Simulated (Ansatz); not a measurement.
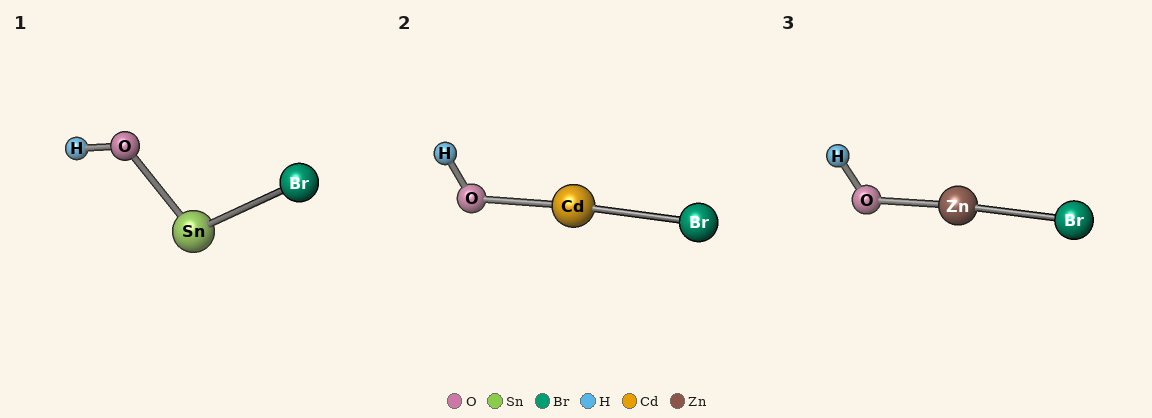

3 molecules with one skeleton, seen from the same side and at one scale. Charge 0, singlet. Computed geometries: PBE0-D4/def2-TZVP optimisations, one conformation each. Properties computed with Ansatz 0.2.0. Elements past Kr carry core potentials.

One atom differs, called X below: Sn in panel 1, Cd in panel 2, Zn in panel 3. Their formulas are BrHOSn (`[OH][Sn][Br]`), BrCdHO (`[OH][Cd][Br]`), BrHOZn (`[OH][Zn][Br]`).

> Rank them by the length of X–O, lowest first (PBE0-D4/def2-TZVP).

3 (Zn), 2 (Cd), 1 (Sn).

> Rank them by the length of X–Br, lowest first (PBE0-D4/def2-TZVP).

3 (Zn), 2 (Cd), 1 (Sn).

Give the values. With PBE0-D4/def2-TZVP: length of X–Br (Å), length of X–O (Å), angle O–X–Br (°). With revPBE-D4/def2-TZVPP: HOMO energy (Kohn–Sham orbital) (eV), HOMO–LUMO gap (eV). With r2SCAN-D4/def2-TZVPP: dipole moment (D).

```json
{"quantity": "length of X–Br (Å)", "1 (Sn)": "2.517", "2 (Cd)": "2.395", "3 (Zn)": "2.221"}
{"quantity": "length of X–O (Å)", "1 (Sn)": "1.975", "2 (Cd)": "1.964", "3 (Zn)": "1.769"}
{"quantity": "angle O–X–Br (°)", "1 (Sn)": "94.6", "2 (Cd)": "176.3", "3 (Zn)": "176.2"}
{"quantity": "HOMO energy (Kohn–Sham orbital) (eV)", "1 (Sn)": "−6.31", "2 (Cd)": "−6.60", "3 (Zn)": "−6.85"}
{"quantity": "HOMO–LUMO gap (eV)", "1 (Sn)": "3.18", "2 (Cd)": "3.97", "3 (Zn)": "4.64"}
{"quantity": "dipole moment (D)", "1 (Sn)": "3.88", "2 (Cd)": "1.63", "3 (Zn)": "1.52"}
```
